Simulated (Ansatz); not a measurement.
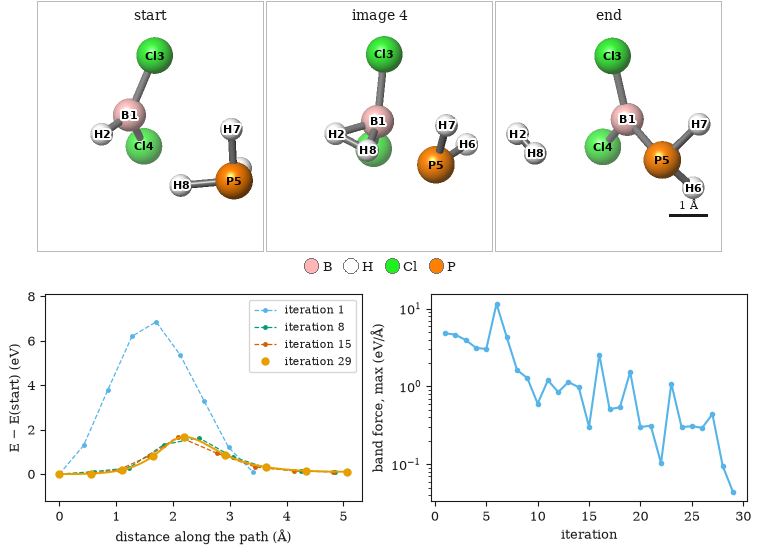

A nudged-elastic-band calculation for BPH$_{4}$Cl$_{2}$, made up at the start of BHCl2 and PH3. Images are numbered from 0 (start) to 8 (end). The plot follows the band through its iterations. Style: ball-and-stick. Shown from a free direction.

Computed with RKS B3LYP-D4/6-31G* in Ansatz 0.2.0. Run with 7 movable images; climbing image; force threshold 0.05 eV/Å; iteration limit 60; starting path by straight interpolation.

Judge this run.

The run is converged, with reservations. The band converged in 29 iterations. The largest component of the band force went from 4.8 to 0.044 eV/Å. The climbing image converged on the top of the path. Its curvatures weren't checked. The straight starting path can push atoms close together and costs iterations. The first iteration put the highest image at 6.86 eV. Forward barrier 1.67 eV, backward barrier 1.57 eV, with image 4 at the top; the reaction energy is +0.11 eV.

Limits of the set-up: the start holds two separate molecules, 2.7 Å apart at their closest, whose relative position is a soft coordinate.

Cost: 5.7 min on 2 threads of Arm Neoverse V2 (shared host), peak memory 0.17 GiB.
